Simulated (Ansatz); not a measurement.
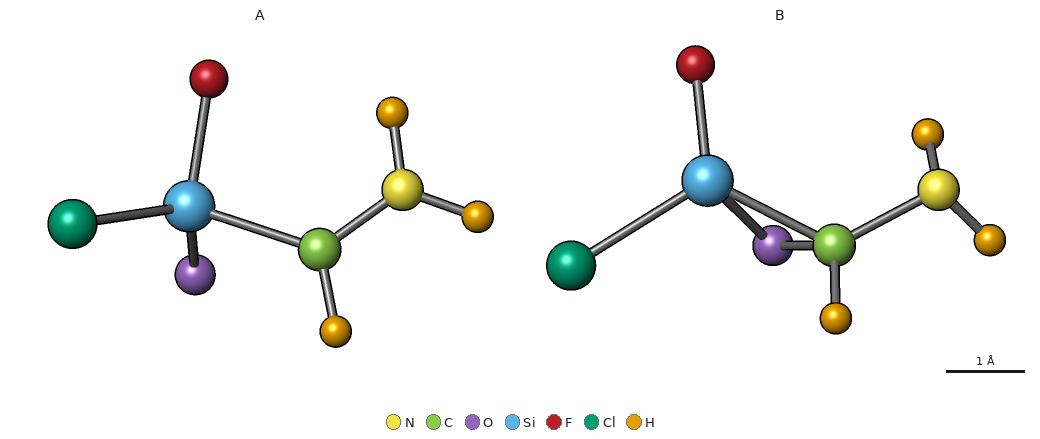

Two geometries of CH₃ClFNOSi, drawn at one scale. One is the start of a relaxation, the other its converged end. A ball-and-stick model, seen at a tilt.

The calculation used RKS BLYP/def2-SVP (Ansatz). Settings: no spin polarisation; force threshold 0.015 eV/Å; at most 40 steps.

Q: Which geometry has the lower energy?

A: Structure A is the relaxed one. The run prepares an end point of a later path (inversion) calculation, from a guessed geometry. The energy falls by 27.9 kcal/mol in 17 accepted moves (18 points after the start). The largest force component goes from 3.8 to 0.0072 eV/Å. The line search rejected the trial step at point 3 of the run. The atom that moves furthest after the best rigid fit is the O atom (1.10 Å). By element the largest moves are O 1.10 Å, Cl 0.94 Å, Si 0.73 Å, H 0.62 Å, F 0.48 Å, N 0.21 Å. Near-neighbour distances that change, for instance: C–O 1.440 → 2.572 Å, C–N 1.525 → 1.319 Å, O–Si 1.703 → 1.575 Å, C–Si 1.829 → 1.896 Å. Bonds break: C–O (1.44 → 2.57 Å). Among the angles between lasting bonds that change: C–Si–O 48.0° → 95.2°, O–Si–Cl 100.6° → 123.0°, C–Si–F 119.9° → 99.9°. Cost: 92 s on 2 threads of Arm Neoverse N1 (shared host), peak memory 0.21 GiB.
